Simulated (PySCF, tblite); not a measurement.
# C3H5B2F2O radical: geometry, infrared bands and EPR parameters

Wanted: the infrared bands and EPR parameters of C3H5B2F2O radical (`BOB(F)[C@H]1C[C]1F`), by calculation.

Computed with tblite 0.8.0 and PySCF 2.14.0, with density-fitted response routines of our own, on a single molecule in the gas phase. Atoms count from 0, in the outputs and in this text.

**1. Starting geometry**

13 atoms, charge 0, multiplicity 2; geometry from: force field or distance geometry start.

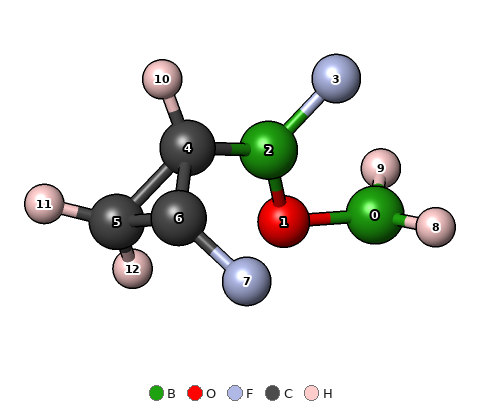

The starting geometry (boron green, oxygen red, fluorine light blue, carbon dark grey, hydrogen pink), atoms numbered.

**2. Relaxing the molecule with GFN2-xTB**

The job: settings as JSON, then the geometry in Å.

```
{"job": {"kind": "relax", "xc": "GFN2-xTB", "basis": "xTB"}, "charge": 0, "multiplicity": 2}
B      2.666300     0.070600    -0.076100
O      1.269000    -0.170100     0.348000
B      0.392600    -0.300400    -0.785100
F      1.026000    -0.384900    -2.095600
C     -1.182000    -0.270500    -0.705300
C     -1.805200    -0.227100     0.677500
C     -1.919100     0.956500    -0.248300
F     -1.204100     2.112100     0.004600
H      2.853400     1.099600    -0.621000
H      3.313200    -0.897400    -0.282100
H     -1.699400    -0.898200    -1.456400
H     -2.700100    -0.847400     0.883800
H     -1.015100    -0.242400     1.477000
```

Run with:

```
OMP_NUM_THREADS=1 python probes_run.py task.json out
```

One launch serves the whole session: the jobs run in the order shown.

The log of the run:

```text
step      E/eV     max force
  0    -678.68140    3.877
  1    -679.22244    2.488
  2    -679.48390    2.291
  3    -679.55677    0.695
  4    -679.61134    0.546
  5    -679.65318    0.857
  6    -679.69876    0.815
  7    -679.74122    0.639
  8    -679.78598    0.922
  9    -679.84621    1.019
 10    -679.90903    0.774
 11    -679.96982    0.817
 12    -680.02744    0.655
 13    -680.07595    0.615
 14    -680.10419    0.457
 15    -680.11713    0.324
 16    -680.12676    0.263
 17    -680.13570    0.349
 18    -680.14052    0.317
 19    -680.14413    0.170
 20    -680.14638    0.190
 21    -680.14939    0.209
 22    -680.15216    0.241
 23    -680.15665    0.250
 24    -680.16130    0.181
 25    -680.16745    0.199
 26    -680.17545    0.235
 27    -680.18553    0.281
 28    -680.19626    0.274
 29    -680.20671    0.254
 30    -680.21648    0.287
 31    -680.22494    0.327
 32    -680.23124    0.212
 33    -680.23586    0.212
 34    -680.23850    0.103
 35    -680.24031    0.136
 36    -680.24226    0.127
 37    -680.24411    0.103
 38    -680.24564    0.121
 39    -680.24734    0.118
 40    -680.24951    0.126
 41    -680.25174    0.122
 42    -680.25345    0.099
 43    -680.25485    0.081
 44    -680.25629    0.096
 45    -680.25792    0.109
 46    -680.25929    0.090
 47    -680.26022    0.097
 48    -680.26108    0.073
 49    -680.26224    0.084
 50    -680.26335    0.117
 51    -680.26418    0.117
 52    -680.26481    0.078
 53    -680.26537    0.078
 54    -680.26584    0.058
 55    -680.26615    0.039
 56    -680.26635    0.036
 57    -680.26652    0.037
 58    -680.26667    0.037
 59    -680.26683    0.043
 60    -680.26700    0.039
 61    -680.26720    0.034
 62    -680.26741    0.037
 63    -680.26760    0.034
 64    -680.26777    0.037
 65    -680.26795    0.046
 66    -680.26817    0.040
 67    -680.26839    0.034
 68    -680.26860    0.039
 69    -680.26882    0.046
 70    -680.26911    0.062
 71    -680.26941    0.055
 72    -680.26962    0.034
 73    -680.26974    0.025
 74    -680.26982    0.022
 75    -680.26988    0.023
 76    -680.26993    0.015
 77    -680.26997    0.015
 78    -680.27002    0.024
 79    -680.27011    0.035
 80    -680.27025    0.039
 81    -680.27038    0.028
 82    -680.27044    0.016
 83    -680.27047    0.015
 84    -680.27050    0.015
 85    -680.27054    0.016
 86    -680.27057    0.016
 87    -680.27059    0.016
 88    -680.27063    0.022
 89    -680.27070    0.033
 90    -680.27085    0.043
 91    -680.27110    0.058
 92    -680.27144    0.066
 93    -680.27173    0.052
 94    -680.27190    0.032
 95    -680.27202    0.035
 96    -680.27211    0.026
 97    -680.27218    0.023
 98    -680.27223    0.021
 99    -680.27228    0.024
100    -680.27239    0.029
101    -680.27251    0.031
102    -680.27262    0.020
103    -680.27270    0.020
104    -680.27276    0.020
105    -680.27283    0.026
106    -680.27292    0.027
107    -680.27300    0.022
108    -680.27307    0.020
109    -680.27312    0.016
110    -680.27315    0.019
111    -680.27317    0.012
112    -680.27319    0.008
```

Run time: 0.43 s. Hardware: 1 thread of Arm Neoverse V2, shared host.

Along the way: (not every step is listed)

```
step  energy from step 0 (eV)  largest force (eV/Å)
   0                   0.0000                3.8775
   1                  -0.5410                2.4880
   2                  -0.8025                2.2910
   3                  -0.8754                0.6948
   4                  -0.9299                0.5464
   5                  -0.9718                0.8569
   6                  -1.0174                0.8146
   7                  -1.0598                0.6389
   8                  -1.1046                0.9218
  17                  -1.4543                0.3492
  26                  -1.4940                0.2355
  35                  -1.5589                0.1355
  44                  -1.5749                0.0960
  53                  -1.5840                0.0784
  62                  -1.5860                0.0375
  71                  -1.5880                0.0554
  80                  -1.5888                0.0390
  89                  -1.5893                0.0326
  98                  -1.5908                0.0209
 107                  -1.5916                0.0220
 108                  -1.5917                0.0204
 109                  -1.5917                0.0161
 110                  -1.5917                0.0188
 111                  -1.5918                0.0116
 112                  -1.5918                0.0080
```

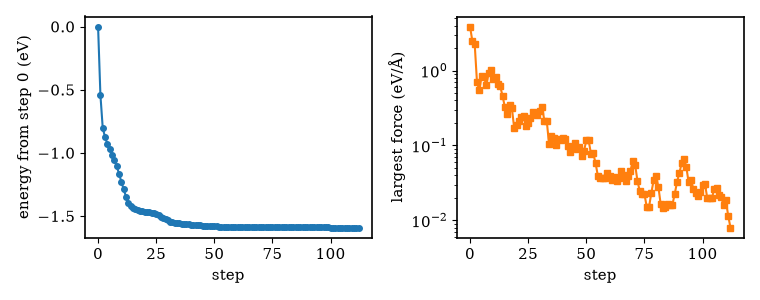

Energy and force, step by step.

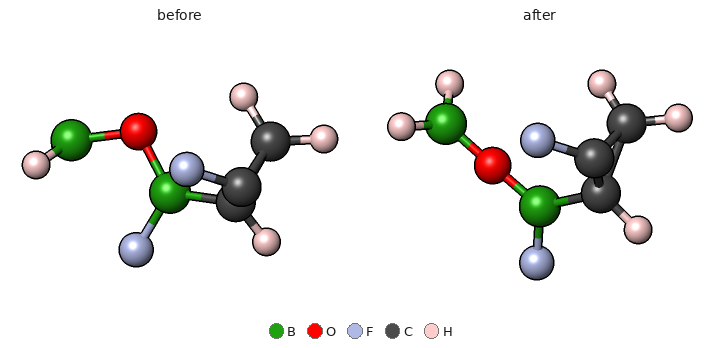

The geometry before (left) and after (right).

Close pairs (by a distance rule), those that changed most:

```
  bond  before (Å)  after (Å)  change (Å)
 B0–O1       1.480      1.304      -0.176
 O1–B2       1.438      1.302      -0.137
 B2–F3       1.458      1.345      -0.113
 C5–C6       1.507      1.456      -0.051
C5–H12       1.124      1.084      -0.040
 C6–F7       1.382      1.345      -0.037
 C4–C5       1.517      1.554      +0.037
C5–H11       1.108      1.079      -0.029
```

The final coordinates are the input of the step that follows.

**3. Infrared spectrum with GFN2-xTB**

The job: settings as JSON, then the geometry in Å.

```
{"job": {"kind": "ir", "xc": "GFN2-xTB", "basis": "xTB"}, "charge": 0, "multiplicity": 2}
B      2.384460     0.247704     0.019030
O      1.337333    -0.098619    -0.677219
B      0.272910    -0.426348    -1.350891
F      0.438880    -0.969320    -2.570650
C     -1.200021    -0.232998    -0.813691
C     -1.510829    -0.318797     0.706445
C     -1.557560     0.949034    -0.008639
F     -0.735066     1.985617     0.233765
H      2.828092     1.329835    -0.108800
H      2.852674    -0.531272     0.769296
H     -1.983274    -0.625854    -1.451714
H     -2.437950    -0.798612     0.980818
H     -0.694038    -0.509881     1.393274
```

The log of the run:

```text
mode    cm-1     km/mol
  1      38.2      2.63
  2      73.3      0.24
  3     113.5      2.19
  4     153.3      0.41
  5     188.7      0.78
  6     296.5      5.09
  7     332.5      1.19
  8     360.3      2.96
  9     411.5     15.50
 10     511.4     11.26
 11     582.9     43.69
 12     666.9     13.19
 13     791.9      9.11
 14     883.1    110.41
 15     887.0      9.15
 16     925.9     26.78
 17     948.1     50.81
 18    1003.6     75.57
 19    1024.0     74.55
 20    1051.1     31.23
 21    1108.5     46.72
 22    1118.5    112.67
 23    1135.0    246.55
 24    1248.4     78.52
 25    1255.7     57.10
 26    1386.3     43.72
 27    1460.0     88.11
 28    1589.7    502.02
 29    2554.9    139.39
 30    2582.3    134.59
 31    3029.5      6.34
 32    3040.0     20.17
 33    3085.8      7.41
```

Run time: 0.25 s. Hardware: 1 thread of Arm Neoverse V2, shared host.

Which atoms move in the most intense modes:

```
cm⁻¹  km/mol                                atoms
 883   110.4            H9 35 %, H8 33 %, B0 24 %
1118   112.7                    B2 38 %, H10 34 %
1135   246.6   B2 33 %, H9 16 %, H8 15 %, F3 12 %
1248    78.5  C4 23 %, H10 17 %, B2 14 %, C6 10 %
1460    88.1  C6 36 %, C5 26 %, C4 13 %, H12 12 %
1590   502.0            O1 56 %, B2 24 %, B0 19 %
2555   139.4                     H9 81 %, H8 14 %
2582   134.6            H8 79 %, H9 11 %, B0 10 %
```

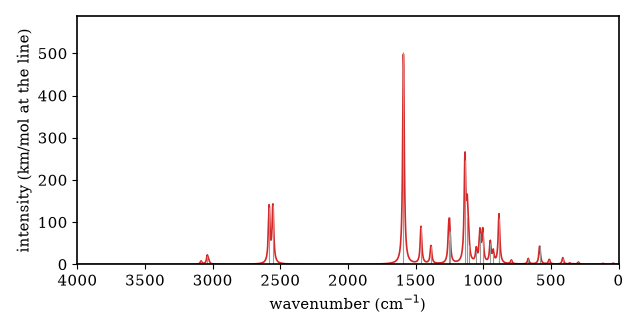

The infrared spectrum from these modes, unscaled. Lines are broadened to a width of 14 cm⁻¹ (Lorentzian).

**4. g tensor and hyperfine couplings: B3LYP/pcH-1**

Settings changed since step 3:

```diff
@@ -1,2 +1,2 @@
-{"job": {"kind": "ir", "xc": "GFN2-xTB", "basis": "xTB"}, "charge": 0, "multiplicity": 2}
+{"job": {"kind": "epr", "basis": "pcH-1"}, "charge": 0, "multiplicity": 2}
 B      2.384460     0.247704     0.019030
```

Level: UKS B3LYP, pcH-1 on B C F H O, non-relativistic, mean-field spin-orbit, GIAO.

The log of the run:

```text
UKS, coarse grid
  cycle   1  E = -441.87142877  |g| = 6.40e-01
  cycle   2  E = -441.67237909  |g| = 1.02e+00
  cycle   3  E = -442.00173464  |g| = 9.17e-02
  cycle   4  E = -442.00439372  |g| = 5.17e-02
  cycle   5  E = -442.00530350  |g| = 1.09e-02
  cycle   6  E = -442.00534618  |g| = 4.72e-03
  cycle   7  E = -442.00535713  |g| = 1.29e-03
  cycle   8  E = -442.00535749  |g| = 8.37e-04
UKS, final grid
  cycle   1  E = -442.00542634  |g| = 1.27e-03
  cycle   2  E = -442.00542546  |g| = 2.09e-03
  cycle   3  E = -442.00542693  |g| = 1.15e-04
  cycle   4  E = -442.00542694  |g| = 3.86e-05
  cycle   5  E = -442.00542694  |g| = 2.08e-05
E = -442.00542694 Eh   <S^2> = 0.7525 (exact 0.7500)
g shifts (ppm)      1          2          3
  rmc          -202       -202       -202
  gc             23        -30        -14
  oz_so        -156       2436       2898
  total        -334       2204       2682
hyperfine (MHz)  atom isotope    a_iso     a_fc   dipolar eigenvalues
    0   11B      -0.39      -0.39     -0.40     -0.22      0.62
    1   17O      -3.02      -3.02     -2.20      0.92      1.29
    2   11B      12.10      12.10     -2.27     -0.98      3.26
    3   19F       1.54       1.54     -5.83     -4.07      9.90
    4   13C      -1.22      -1.22     -7.98     -4.37     12.35
    5   13C       8.03       8.03     -6.75     -3.61     10.37
    6   13C     497.04     497.04    -69.83    -64.10    133.93
    7   19F     229.31     229.31   -237.94   -208.92    446.86
    8    1H       2.07       2.07     -0.84     -0.72      1.56
    9    1H       0.64       0.64     -0.67     -0.65      1.32
   10    1H      57.88      57.88     -7.00     -4.66     11.65
   11    1H      45.06      45.06     -6.59     -4.64     11.23
   12    1H      20.08      20.08     -5.71     -1.83      7.54
```

Wall time 44 s (1 thread of Arm Neoverse V2, shared host); peak memory 0.93 GiB.

Principal g values 2.00198, 2.00452, 2.00500; g(iso) = 2.00384, against 2.00232 for a free electron.

Mean a(iso) over the nuclei that a row names, and the largest dipolar term of the row (other rows stand at the frozen geometry):

```
nuclei  isotope  a(iso) (MHz)  a(iso) (G, at g = 2.0023)  largest dipolar term (MHz)
    C6      13C         497.0                      177.4                       133.9
    F7      19F         229.3                       81.8                       446.9
   H10       1H          57.9                       20.7                        11.7
   H11       1H          45.1                       16.1                        11.2
   H12       1H          20.1                        7.2                         7.5
    B2      11B          12.1                        4.3                         3.3
    C5      13C           8.0                        2.9                        10.4
    O1      17O          -3.0                       -1.1                        -2.2
    F3      19F           1.5                        0.6                         9.9
H8, H9       1H           1.4                        0.5                         1.6
    C4      13C          -1.2                       -0.4                        12.3
    B0      11B          -0.4                       -0.1                         0.6
```

Mulliken spin populations:

B0 0.00; O1 0.00; B2 0.03; F3 0.00; C4 0.01; C5 0.00; C6 0.83; F7 0.07; H8 0.00; H9 0.00; H10 0.02; H11 0.02; H12 0.01

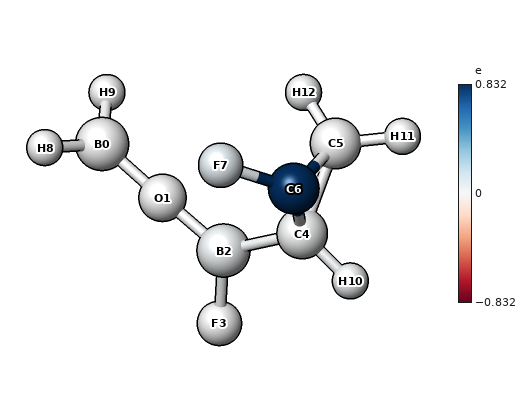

Mulliken spin populations, as colours on the atoms.

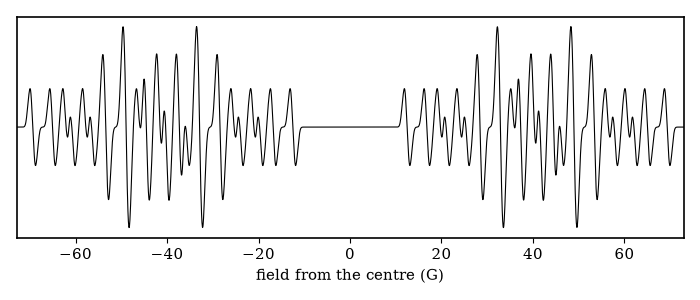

First-order isotropic spectrum (first derivative, main isotopes with spin only, couplings over 0.8 MHz, Gaussian width 0.4 G; couplings of the frozen geometry, rotation of groups not averaged beyond the rows shown).

Orbitals, density, ELF and potential are computed afterwards from the orbital file.

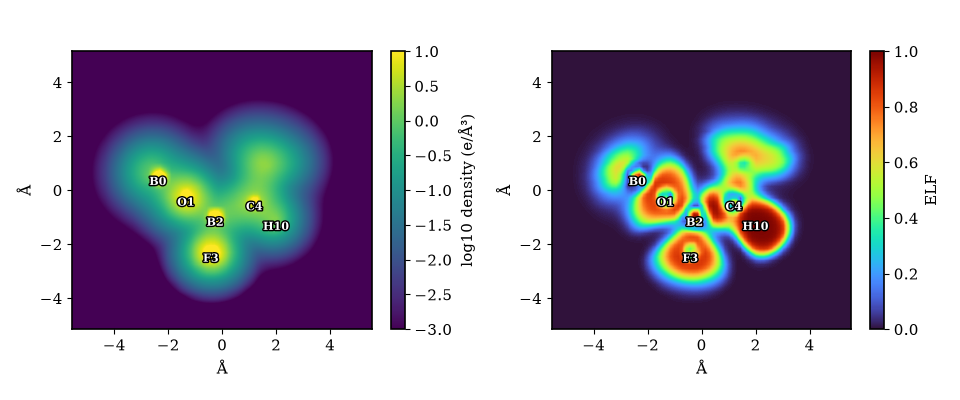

Density (left) and ELF (right) in a plane through or near 6 of the atoms.

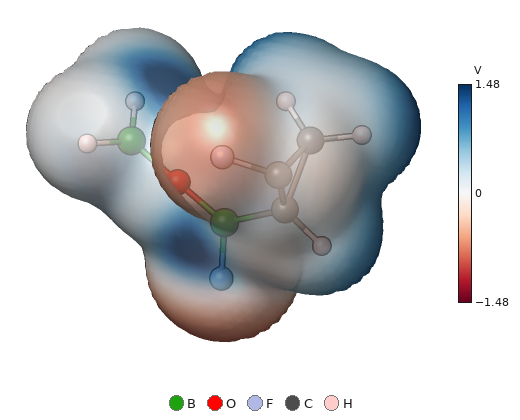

The potential that a unit positive charge feels on the 0.002 e/bohr³ surface, from -0.81 V near F3 to 1.48 V near B0.

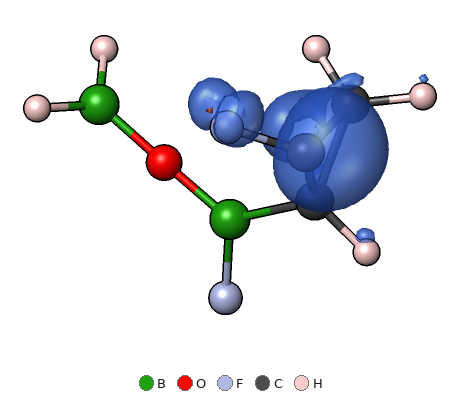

Spin density at ±0.05 e/Å³ (alpha excess blue, beta excess red).

**5. Results**

| quantity | value |
| --- | --- |
| strongest single infrared mode (GFN2-xTB) | 1590 cm⁻¹, 502 km/mol |
| zero-point energy (GFN2-xTB) | 51.2 kcal/mol |
| g(iso) (B3LYP) | 2.00384 |
| ⟨S²⟩ | 0.752 (exact 0.75) |
| largest a(iso) (averaged by class) | 13C on C6, 497.0 MHz |
| potential on the surface of density 0.002 e/bohr³, 1st and 99th percentile | -0.81 V and 1.48 V |

In words: Over 112 steps the energy fell by 1.592 eV; of the close pairs, B0–O1 changed most, 1.480 to 1.304 Å. All 33 modes are real, so the xTB geometry is a minimum. The strongest single mode, at 1590 cm⁻¹, moves mainly O1. Unscaled tight-binding wavenumbers are off by several per cent, some by more. Its intensities can rank the bands wrongly. Most of the unpaired spin sits on C6 (0.83 e). The isotropic g lies 1.5 ppt above the free-electron value. These values are for one conformer; the search (at its own cheap level) found 2 more, at 0.00, 1.95 kcal/mol (those within 0.05 may be mirror or relabelled copies), and measured spectra average over such forms.
